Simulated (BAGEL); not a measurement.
**Si2NH6 (SMILES [SiH3][N][SiH3]) at UHF/3-21G (density fitting with qzvpp-jkfit)**

What is the vertical ionisation energy of Si2NH6 at UHF/3-21G (density fitting with qzvpp-jkfit)? 

Program for the calculation: BAGEL 1.2.2.

3 further runs of the same task are left out: 1 that didn't finish, 2 set aside as unsound or not needed.

### Step 1. Starting point

The species is Si2NH6 (9 atoms), meant as a doublet with charge 0. SMILES: `[SiH3][N][SiH3]`. Geometry: relaxed at PBE0-D4/def2-TZVP.

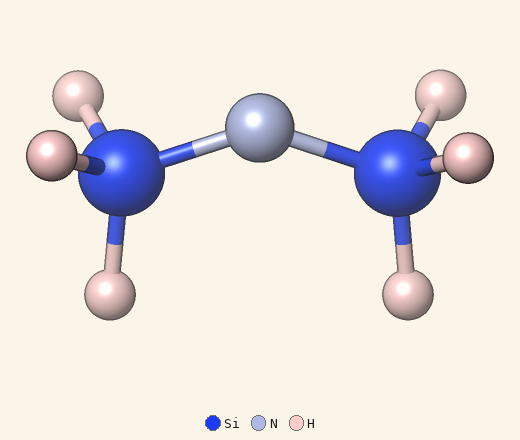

Viewed from a chosen angle; silicon blue, nitrogen light blue, hydrogen pink.

### Step 2. The energy at UHF/3-21G (density fitting with qzvpp-jkfit)

The input, calc.json:

```json
{ "bagel": [

{
  "title": "molecule",
  "basis": "3-21g",
  "df_basis": "qzvpp-jkfit",
  "angstrom": "true",
  "geometry": [
    { "atom": "Si", "xyz": [   -0.774000,    1.094500,   -0.884000 ] },
    { "atom": "N", "xyz": [    0.224400,    0.477800,    0.374000 ] },
    { "atom": "Si", "xyz": [    0.765200,   -1.055200,    0.937300 ] },
    { "atom": "H", "xyz": [   -1.664400,    0.094300,   -1.538200 ] },
    { "atom": "H", "xyz": [    0.163300,    1.647100,   -1.901700 ] },
    { "atom": "H", "xyz": [   -1.607900,    2.192700,   -0.329500 ] },
    { "atom": "H", "xyz": [    2.187500,   -1.161100,    0.507000 ] },
    { "atom": "H", "xyz": [    0.011800,   -2.229300,    0.412900 ] },
    { "atom": "H", "xyz": [    0.694200,   -1.060900,    2.422000 ] }
  ]
},
{
  "title": "uhf",
  "nopen": 1
},
{
  "title": "print",
  "file": "orbitals.molden",
  "orbitals": "true"
}

]}
```

Command:

```sh
$ BAGEL_NUM_THREADS=1 BAGEL calc.json > calc.out
```

Log:

```text
* using 1 threads per process

  ===============================================================
  ===============================================================

  *** Geometry ***

  { "atom" : "Si", "xyz" : [     -1.462648,      2.068305,     -1.670518 ] },
  { "atom" : "N", "xyz" : [      0.424055,      0.902911,      0.706758 ] },
  { "atom" : "Si", "xyz" : [      1.446018,     -1.994039,      1.771240 ] },
  { "atom" : "H", "xyz" : [     -3.145260,      0.178201,     -2.906777 ] },
  { "atom" : "H", "xyz" : [      0.308592,      3.112568,     -3.593692 ] },
  { "atom" : "H", "xyz" : [     -3.038491,      4.143602,     -0.622665 ] },
  { "atom" : "H", "xyz" : [      4.133776,     -2.194161,      0.958091 ] },
  { "atom" : "H", "xyz" : [      0.022299,     -4.212766,      0.780268 ] },
  { "atom" : "H", "xyz" : [      1.311848,     -2.004810,      4.576917 ] },

  Number of auxiliary basis functions:      441

  Since a DF basis is specified, we compute 2- and 3-index integrals:
    o Being stored without compression. Storage requirement is 0.008 GB

  Number of basis functions:       47
  Number of electrons      :       41

    * METHOD: MOLECULE                             0.11

  *** Open-shell HF ***

  === Nuclear Repulsion ===
   144.5781297472

      * DIIS with orbital gradients will be used.

  === UHF iteration (3-21g) ===
      0       -632.20317344          0.04949135           0.05
      1       -632.31185567          0.03327299           0.05
      2       -632.35942369          0.02059954           0.05
      3       -632.38028407          0.00247342           0.05
      4       -632.38196159          0.00033623           0.05
      5       -632.38205371          0.00009689           0.05
      6       -632.38208380          0.00002882           0.05
      7       -632.38209287          0.00001307           0.05
      8       -632.38209449          0.00000900           0.05
      9       -632.38209479          0.00000773           0.05
     10       -632.38209487          0.00000708           0.05
     11       -632.38209495          0.00000583           0.05
     12       -632.38209509          0.00000348           0.05
     13       -632.38209516          0.00000174           0.05
     14       -632.38209518          0.00000061           0.05
     15       -632.38209518          0.00000017           0.05
     16       -632.38209518          0.00000008           0.05
     17       -632.38209518          0.00000006           0.05
     18       -632.38209518          0.00000004           0.05
     19       -632.38209518          0.00000003           0.05
     20       -632.38209518          0.00000002           0.05
     21       -632.38209518          0.00000001           0.05
     22       -632.38209518          0.00000000           0.05
    * SCF iteration converged.

    * S^2 (UHF) is 0.7604

    * Permanent dipole moment:
           (    0.213239,     0.339978,     0.221971) a.u.

    * METHOD: UHF                                  1.22

    * METHOD: PRINT                                0.00

  ===============================================================
```

Run time: 1.5 s. Hardware: 1 thread of Arm Neoverse V2, shared host; peak memory 0.081 GiB.

### Step 3. The singlet cation at the same level

The input, job.json:

```json
{ "bagel" : [

{
  "title" : "molecule",
  "basis" : "3-21g",
  "df_basis" : "qzvpp-jkfit",
  "angstrom" : true,
  "geometry" : [
    { "atom" : "Si", "xyz" : [      -0.774000,       1.094500,      -0.884000 ] },
    { "atom" : "N", "xyz" : [       0.224400,       0.477800,       0.374000 ] },
    { "atom" : "Si", "xyz" : [       0.765200,      -1.055200,       0.937300 ] },
    { "atom" : "H", "xyz" : [      -1.664400,       0.094300,      -1.538200 ] },
    { "atom" : "H", "xyz" : [       0.163300,       1.647100,      -1.901700 ] },
    { "atom" : "H", "xyz" : [      -1.607900,       2.192700,      -0.329500 ] },
    { "atom" : "H", "xyz" : [       2.187500,      -1.161100,       0.507000 ] },
    { "atom" : "H", "xyz" : [       0.011800,      -2.229300,       0.412900 ] },
    { "atom" : "H", "xyz" : [       0.694200,      -1.060900,       2.422000 ] }
  ]
},

{
  "title" : "hf",
  "charge" : 1
},

{
  "title" : "print",
  "file" : "orbitals.molden",
  "orbitals" : true
}

]}
```

Command:

```sh
$ BAGEL_NUM_THREADS=1 BAGEL job.json > job.out
```

Log:

```text
* using 1 threads per process

  ===============================================================
  ===============================================================

  *** Geometry ***

  { "atom" : "Si", "xyz" : [     -1.462648,      2.068305,     -1.670518 ] },
  { "atom" : "N", "xyz" : [      0.424055,      0.902911,      0.706758 ] },
  { "atom" : "Si", "xyz" : [      1.446018,     -1.994039,      1.771240 ] },
  { "atom" : "H", "xyz" : [     -3.145260,      0.178201,     -2.906777 ] },
  { "atom" : "H", "xyz" : [      0.308592,      3.112568,     -3.593692 ] },
  { "atom" : "H", "xyz" : [     -3.038491,      4.143602,     -0.622665 ] },
  { "atom" : "H", "xyz" : [      4.133776,     -2.194161,      0.958091 ] },
  { "atom" : "H", "xyz" : [      0.022299,     -4.212766,      0.780268 ] },
  { "atom" : "H", "xyz" : [      1.311848,     -2.004810,      4.576917 ] },

  Number of auxiliary basis functions:      441

  Since a DF basis is specified, we compute 2- and 3-index integrals:
    o Being stored without compression. Storage requirement is 0.008 GB

  Number of basis functions:       47
  Number of electrons      :       41

    * METHOD: MOLECULE                             0.11

  *** RHF ***

  === Nuclear Repulsion ===
   144.5781297472

      * DIIS with orbital gradients will be used.

  === RHF iteration (3-21g) ===
      0       -631.88653141          0.01761629           0.02
      1       -631.96665742          0.01088011           0.02
      2       -631.99032549          0.00364910           0.02
      3       -631.99713750          0.00114465           0.02
      4       -631.99798435          0.00024118           0.02
      5       -631.99802099          0.00002843           0.02
      6       -631.99802130          0.00000810           0.02
      7       -631.99802136          0.00000556           0.02
      8       -631.99802138          0.00000528           0.02
      9       -631.99802145          0.00000479           0.02
     10       -631.99802165          0.00000250           0.02
     11       -631.99802170          0.00000057           0.02
     12       -631.99802170          0.00000031           0.02
     13       -631.99802170          0.00000015           0.02
     14       -631.99802170          0.00000006           0.02
     15       -631.99802170          0.00000002           0.02
     16       -631.99802170          0.00000001           0.02
    * SCF iteration converged.

    * Permanent dipole moment:
           (   -0.070762,     0.047244,     0.113370) a.u.

    * METHOD: HF                                   0.48

    * METHOD: PRINT                                0.00

  ===============================================================
```

Wall time 0.76 s (1 thread of Arm Neoverse V2, shared host); peak memory 0.081 GiB.

### Step 4. Summary of results

Level: UHF/3-21G (density fitting with qzvpp-jkfit).

| quantity | value |
| --- | --- |
| doublet Si2NH6: total energy | -632.38210 Eh |
| doublet Si2NH6: dipole moment | 1.17 D |
| doublet Si2NH6: ⟨S²⟩ | 0.760 |
| singlet cation: total energy | -631.99802 Eh |
| singlet cation: HOMO energy | -17.86 eV |
| singlet cation: LUMO energy | -8.24 eV |
| singlet cation: HOMO–LUMO gap | 9.62 eV |
| vertical ionisation energy (to the singlet cation) | 10.451 eV |

What this shows: Removing an electron at fixed nuclei costs 10.45 eV (1008 kJ/mol). Only the singlet of the ionised species was computed; a triplet could lie lower.
